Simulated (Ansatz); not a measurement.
# CH₃GeN (SMILES C=[N+]=[GeH-]): what the fields show

```xyz
6

C     1.1301   -0.3243    2.0113
Ge    0.7407   -2.2752    4.2849
N     0.9535   -1.2061    2.8726
H     0.2986    0.2686    1.6110
H     2.1237   -0.1065    1.6012
H     0.4773   -3.5342    3.3401
```

Geometry: PBE0-D4/def2-TZVP.

All numbers below come from isolated molecule in a Gaussian basis; Kohn-Sham density functional theory, functional PBE0 in Ansatz 0.2.0.

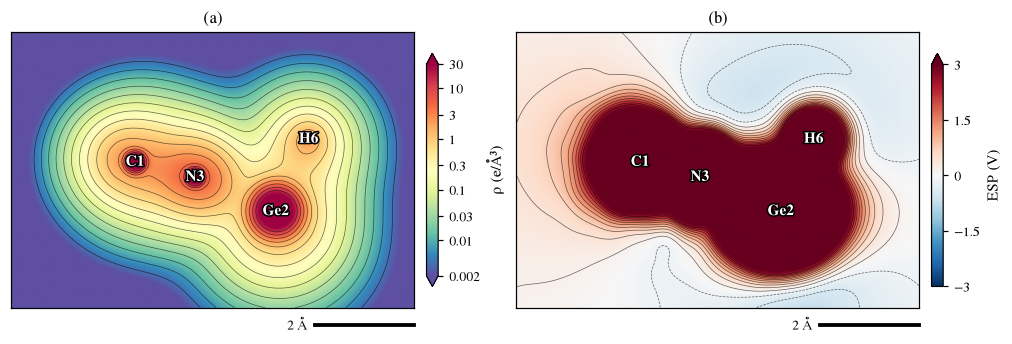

Figure 1. (a) total electron density; (b) electrostatic potential on the plane of atoms C1, N3 and Ge2.

> Read the bonding off the picture.

Atoms in the plane: C, Ge, N and H. C–N (1.25 Å): the density is about 3 e/Å³ at the midpoint. Ge–N (1.78 Å): the density is about 0.97 e/Å³ at the midpoint. Ge–H (1.60 Å): the density is about 0.93 e/Å³ at the midpoint. Outside the dense part of the molecule the potential is most negative (−0.7 V) near Ge2.

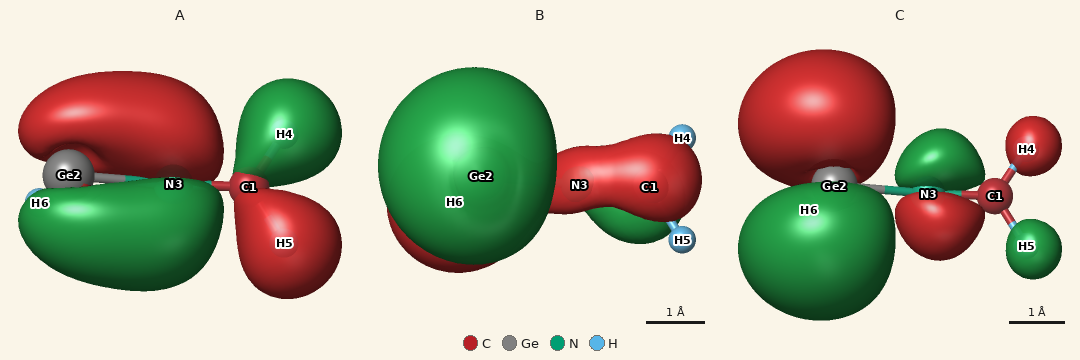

Figure 2. Three frontier orbitals at ±0.08 Å⁻³ᐟ² (green and red are the two phases), in no order.

> Which picture is the HOMO−1, the HOMO and the LUMO?

A is the HOMO−1 (−7.26 eV). By Hirshfeld shares it lies mainly on N3 (about 50 %), Ge2 (about 20 %), C1 (about 15 %), H4 (about 5 %) and H5 (about 5 %). B is the HOMO (−6.69 eV). It lies mainly on Ge2 (about 65 %), H6 (about 20 %) and C1 (about 10 %). C is the LUMO (−1.68 eV). By Hirshfeld shares it lies mainly on Ge2 (about 75 %) and N3 (about 15 %).

> What is the HOMO–LUMO gap?

5.01 eV between the orbital energies.
